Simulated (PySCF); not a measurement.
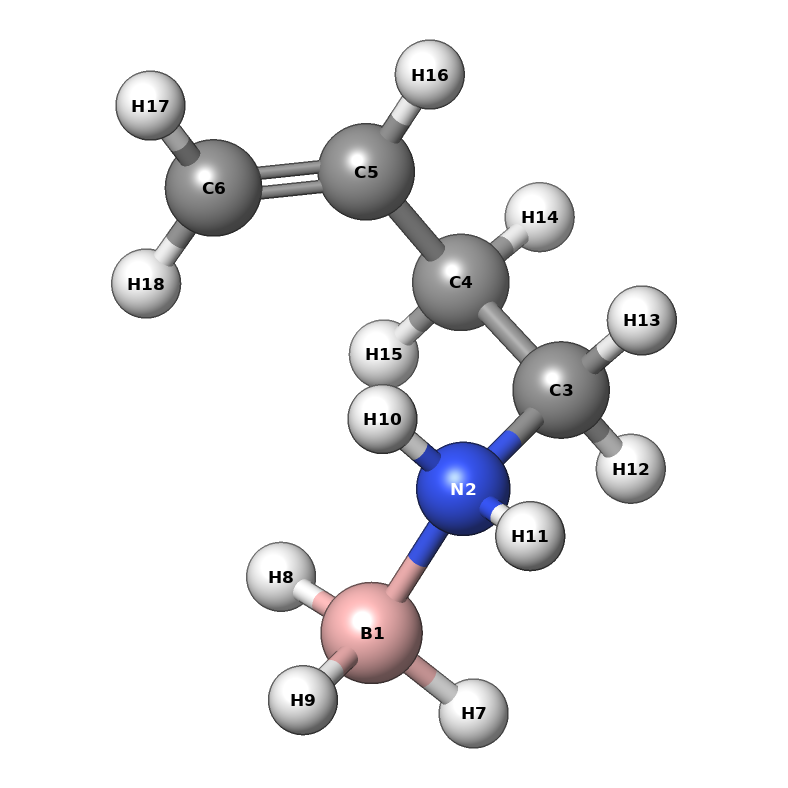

Computed geometry: PBE0-D3(BJ)/def2-SVP optimisation. No frequency run is at hand to confirm it as a minimum. Level of theory: B3LYP/pcJ-1 indirect spin-spin coupling, non-relativistic, gas phase (PySCF 2.14.0). Isotopes: 11B, 13C, 1H, 15N.

Give the spin–spin coupling constants of these pairs, with the number of bonds between them: B1/N2, N2/C3, N2/H11, N2/H12, B1/H13, B1/H12, B1/C4, N2/H15.

```json
{"pair": "B1, N2", "bonds apart": "1", "J (Hz)": "−3.6"}
{"pair": "N2, C3", "bonds apart": "1", "J (Hz)": "−6.7"}
{"pair": "N2, H11", "bonds apart": "1", "J (Hz)": "−72.5"}
{"pair": "N2, H12", "bonds apart": "2", "J (Hz)": "−1.6"}
{"pair": "B1, H13", "bonds apart": "3", "J (Hz)": "3.5"}
{"pair": "B1, H12", "bonds apart": "3", "J (Hz)": "2.0"}
{"pair": "B1, C4", "bonds apart": "3", "J (Hz)": "1.0"}
{"pair": "N2, H15", "bonds apart": "3", "J (Hz)": "−1.6"}
```
